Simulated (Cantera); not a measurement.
Charge: 1 mol LiOH, 0.076 mol O2, held at 0.100 bar.

Cantera equilibrium calculation (NASA polynomials, part measured and part estimated; ideal gas, pure solids and liquids). Candidate condensed phases: H2O, Li, LiH, LiOH, Li2O; 17 gas species. Rates play no part.

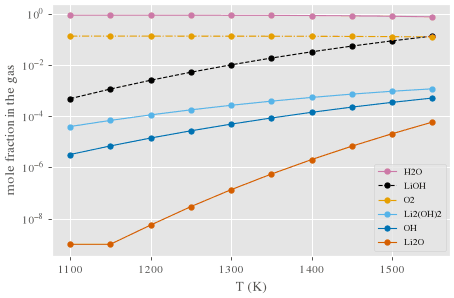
Fig. 1. Equilibrium gas composition (values under 1e-9 drawn at 1e-9)

Problem. Read off the mole fractions at 1300 K.

Solution. H2O about 0.86, O2 about 0.13, LiOH about 0.0100, Li2(OH)2 about 0.00026, OH about 4.9e-5, Li2O about 1.3e-7.
